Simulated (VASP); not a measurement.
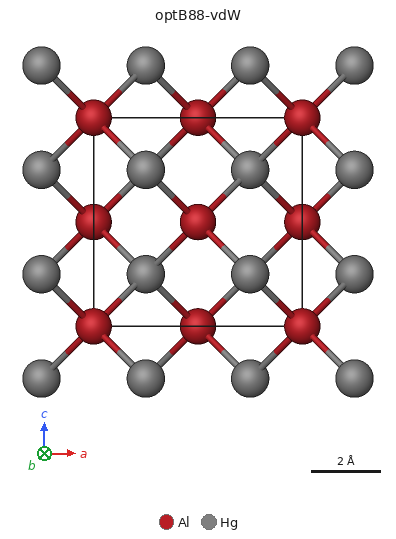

A crystal of AlHg (a generated structure, set up in F-43m), relaxed (cell and atoms) with several functionals. The picture shows the result with optB88-vdW. The picture is a ball-and-stick view of the conventional cell (4 times the calculation's cell), seen along the b axis. Lengths and directions refer to the drawn axes.

Computed with VASP 6.6.1: VASP PAW PBE potentials, recommended; VASP PAW LDA potentials, recommended (each functional with its own set). (plane-wave cutoff 600 eV; k-point mesh 8 × 8 × 8; occupations fermi-dirac; smearing width 0.05 eV; no spin polarisation)

```
 functional  volume (Å³/atom)  a (Å)
 optB88-vdW            28.727  6.125
       PW91            28.933  6.140
rev-vdW-DF2            28.297  6.095
        LDA            26.421  5.957
     revPBE            29.819  6.202
       BLYP            31.746  6.333
       RPBE                 ?      ?
       AM05            27.580  6.043
  vdW-DF-cx            27.600  6.044
        PBE            28.962  6.142
     PBEsol            27.347  6.026
```

Estimate the missing row from the others, and compare with the calculation.

With RPBE the volume falls between revPBE (29.819) and BLYP (31.746). The calculation gives 30.256 Å³/atom (a = 6.232 Å). In order of volume: LDA < PBEsol < AM05 < vdW-DF-cx < rev-vdW-DF2 < optB88-vdW < PW91 < PBE < revPBE < RPBE < BLYP; the spread is 20.2 %.
